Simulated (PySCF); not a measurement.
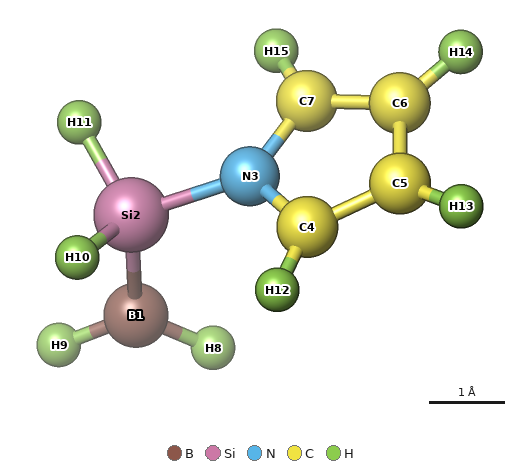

Figure 1. The structure as given in the input (ball-and-stick view, seen at a tilt; atoms are numbered from 1 in the order of the input).

**Excited-state calculation, with input and output: C₄H₈BNSi**

- system: C₄H₈BNSi, SMILES B[SiH2]n1cccc1
- method: TDDFT PBE0/def2-SVPD, vertical, gas phase, core orbitals frozen in the response (PySCF 2.14.0)

The geometry comes from this level: PBE0-D3(BJ)/def2-SVP. It belongs to a series of runs on one base structure; here: H on Si replaced by BH2.

## Input
```
{"job": {"kind": "uv", "xc": "PBE0", "basis": "def2-SVPD", "ip": true, "dynamic": false}, "charge": 0, "multiplicity": 1}
B     -2.767866     0.392303    -0.650818
Si    -1.565714    -1.160726    -0.225869
N      0.147623    -0.733008    -0.009577
C      1.064090    -0.557482    -1.024011
C      2.218309    -0.026142    -0.496010
C      2.000961     0.139465     0.900517
C      0.723281    -0.297707     1.164914
H     -2.356344     1.520810    -0.769377
H     -3.952874     0.199237    -0.797947
H     -1.611555    -2.163958    -1.335557
H     -1.993058    -1.815557     1.049837
H      0.825268    -0.839854    -2.048315
H      3.126112     0.206065    -1.049964
H      2.708635     0.524159     1.632705
H      0.177937    -0.346808     2.106183
```

The first line tells a small driver script what to run in PySCF; the rest is the geometry in Å.

Hardware: 1 CPU thread, shared host.

Launch command:
```bash
OMP_NUM_THREADS=1 python <driver script> task.json out
```

## Log
```
coarse grid: 13080 points
cycle   1  E = -525.5276653148  dE =  7.993e-01  |g| = 3.613e-01  |ddm| = 6.800e+00
cycle   2  E = -525.4995901075  dE =  2.808e-02  |g| = 4.867e-01  |ddm| = 1.796e+00
cycle   3  E = -525.5653302085  dE = -6.574e-02  |g| = 7.416e-02  |ddm| = 9.471e-01
cycle   4  E = -525.5662133260  dE = -8.831e-04  |g| = 4.853e-02  |ddm| = 2.061e-01
cycle   5  E = -525.5667754946  dE = -5.622e-04  |g| = 6.203e-03  |ddm| = 8.097e-02
cycle   6  E = -525.5667834077  dE = -7.913e-06  |g| = 2.741e-03  |ddm| = 1.675e-02
final grid: 121936 points
cycle   7  E = -525.6351292768  dE = -2.269e-05  |g| = 7.615e-03  |ddm| = 1.070e-01
cycle   8  E = -525.6351174371  dE =  1.184e-05  |g| = 1.064e-02  |ddm| = 2.607e-02
cycle   9  E = -525.6351437130  dE = -2.628e-05  |g| = 9.438e-04  |ddm| = 1.443e-02
cycle  10  E = -525.6351439070  dE = -1.940e-07  |g| = 3.725e-04  |ddm| = 2.018e-03
cycle  11  E = -525.6351439403  dE = -3.332e-08  |g| = 8.021e-05  |ddm| = 7.932e-04
cycle  12  E = -525.6351439420  dE = -1.674e-09  |g| = 2.864e-05  |ddm| = 2.185e-04
cycle  13  E = -525.6351439422  dE = -2.025e-10  |g| = 5.336e-06  |ddm| = 6.951e-05
```

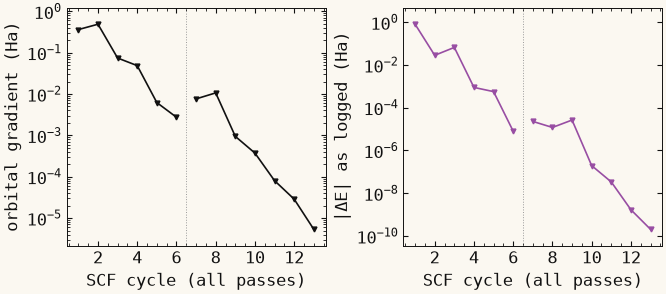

Figure 2. Convergence of the self-consistent field: orbital gradient and size of the energy change against the SCF cycle. The dotted line marks the change from a coarse to the final integration grid. The first 6 cycles use a coarse grid, the final grid takes over at cycle 7, and the field converges after 13 cycles in all.

```
converged SCF energy = -525.6351439422

Static polarisability (au): isotropic 95.720, principal 77.865 89.369 119.926

Singlet excitations
state   eV       nm        f      main configurations
  1   2.6572    466.6   0.01622   H->L 1.00
  2   3.2293    383.9   0.00023   H-1->L 0.96
  3   4.5982    269.6   0.00238   H-2->L 0.94
  4   5.3867    230.2   0.00040   H->L+1 0.93
  5   5.4484    227.6   0.00045   H-4->L 0.89
  6   6.0906    203.6   0.01195   H->L+3 0.95
  7   6.1003    203.2   0.02799   H-1->L+1 0.94
  8   6.2074    199.7   0.08410   H->L+2 0.88
  9   6.3556    195.1   0.05386   H-3->L 0.95
 10   6.4070    193.5   0.02696   H-1->L+2 0.44, H->L+4 0.24, H->L+6 0.21

Triplet excitations (Tamm-Dancoff, eV): 2.5905 2.7816 4.0441 4.1686
Vertical ionisation energy (delta-SCF) = 8.0986 eV
Vertical electron affinity (delta-SCF) = 0.9761 eV
```

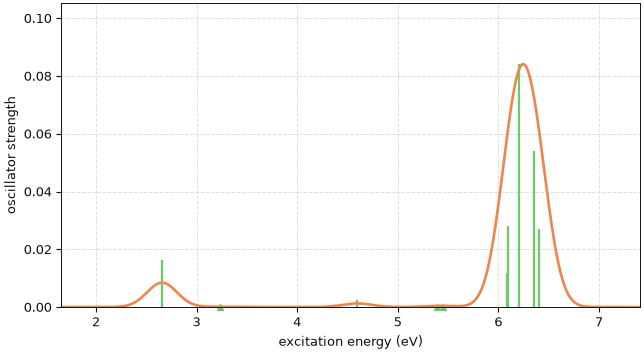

Figure 3. Computed excitations as sticks (degenerate states added up, dark ones marked on the axis), with a Gaussian envelope of 0.35 eV full width at half maximum, scaled to the tallest. Of the 10 states the lowest lies at 2.66 eV (f = 0.016); the strongest line is at 6.21 eV, or 200 nm (f = 0.084).

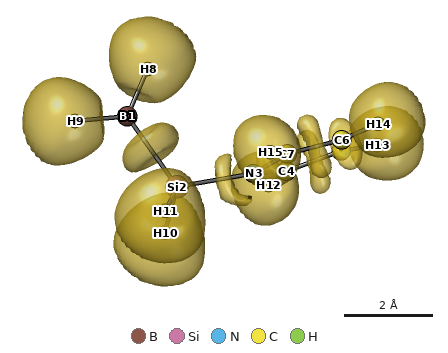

Figure 4. Isosurface of the ELF at 0.85 (yellow), seen from the side. Core shells and regions of very low density are left out. Values along the shortest contacts: C–N (1.38 Å): the ELF peaks at about 0.90 between the atoms, which marks localised, shared-pair bonding.

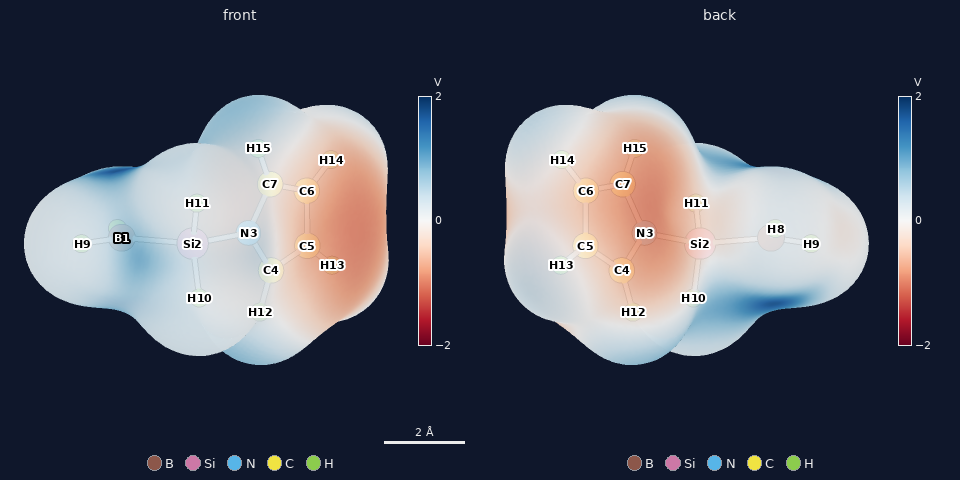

Figure 5. The electrostatic potential painted on the density surface at 0.001 e/bohr³, seen at a tilt and from behind; the colour scale runs from red (negative) to blue (positive). Its dipole moment is 1.59 D.

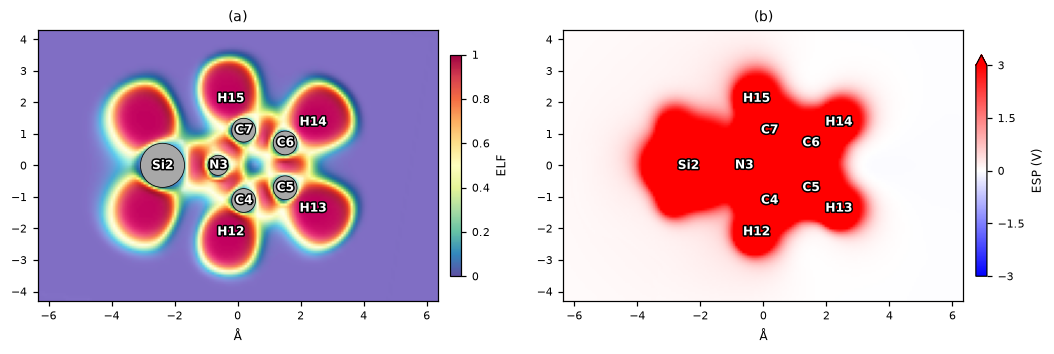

Figure 6. (a) ELF; (b) electrostatic potential on the plane of atoms C5, C6 and H14. Grey discs, where drawn, cover atomic cores. C–C (1.38 Å): the ELF peaks at about 0.95 between the atoms, which marks localised, shared-pair bonding. C–N (1.38 Å): the ELF peaks at about 0.90 between the atoms, which marks a covalent bond. Si–N (1.78 Å): the ELF peaks at about 0.95 between the atoms (a polar covalent bond). The potential has no marked negative region in this plane.

## Results in brief

```csv
quantity,value
outcome,converged
total energy,−525.635144 hartree
HOMO,−6.20 eV
LUMO,−2.71 eV
dipole moment,1.59 D
mean polarisability,95.72 a.u.
vertical ionisation energy,8.10 eV
vertical electron affinity,0.98 eV
lowest singlet excitation,2.66 eV
wall time,2.2 min
peak memory,0.87 GiB
```
